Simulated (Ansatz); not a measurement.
One crystal and one scan (energy against volume) at two levels, PBE (plane waves to 420 eV, PAW, scalar-relativistic; Ansatz, a first-principles code) and r2SCAN (plane waves to 500 eV, PAW, scalar-relativistic; Ansatz), each from its own relaxed cell and on its own mesh. The cell shown is that of PBE.

MoSi$_{2}$ (MoSi2 type, space group I4/mmm)

```yaml
crystal:
  lattice:
    - [-1.60850, 1.60850, 3.93661]
    - [1.60850, -1.60850, 3.93661]
    - [1.60850, 1.60850, -3.93661]
  atoms:
    - { symbol: Mo, position: [0.00000, 0.00000, 0.00000] }
    - { symbol: Si, position: [0.33511, 0.33511, 0.00000] }
    - { symbol: Si, position: [0.66489, 0.66489, 0.00000] }
```

E(V) scan at fixed shape, V₀ the volume above. The atoms relax within the cell's symmetry.

Energies are smeared free energies. MoSi2 is run without spin polarisation. MoSi2 was relaxed with its symmetry unable to fall. The PAW data are Ansatz's earlier set. With the shape held, the modulus is that of even scaling; a crystal free to change shape is softer. Percentages come from the unrounded values. Both scans cover V/V₀ from 0.940 to 1.060.

```
quantity                                                                       PBE  r2SCAN     PBE − r2SCAN
---------------------------------------------------------------------------  -----  ------  ---------------
Lattice constant a (Å)                                                       3.217   3.202  +0.015 (+0.5 %)
Lattice constant c (Å)                                                       7.873   7.819  +0.054 (+0.7 %)
Relaxed volume (Å³/atom)                                                     13.58   13.36   +0.22 (+1.6 %)
Pressure at the smallest volume (GPa)                                         14.6    15.6      -1.0 (-6 %)
Energy cost of the largest compression (meV/atom)                               35      37        -2 (-5 %)
Energy cost of the largest expansion (meV/atom)                                 28      30        -2 (-5 %)
Bulk modulus at fixed cell shape B₀ (third-order Birch-Murnaghan fit) (GPa)  205.2   219.2   -14.0 (-6.4 %)
Pressure derivative B₀′ (fit)                                                  4.5     4.5              0.0
Pressure for 5 % compression (fit) (GPa)                                      11.8    12.6      -0.8 (-6 %)
```

PBE gives the higher value for: lattice constant a; lattice constant c; relaxed volume. PBE gives the lower value for: pressure at the smallest volume; bulk modulus at fixed cell shape B₀; pressure for 5 % compression. They agree on: pressure derivative B₀′ (within 1.5 %).

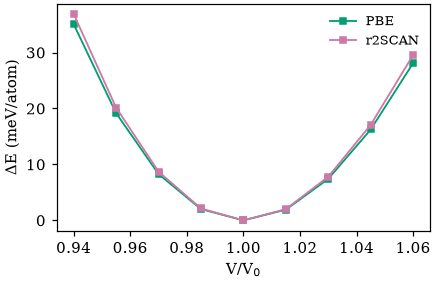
Figure. ΔE, each from the relaxed starting cell of its own level.

(A scan under strain: stresses follow from slopes of the energy per volume, elastic moduli from its curvatures.)
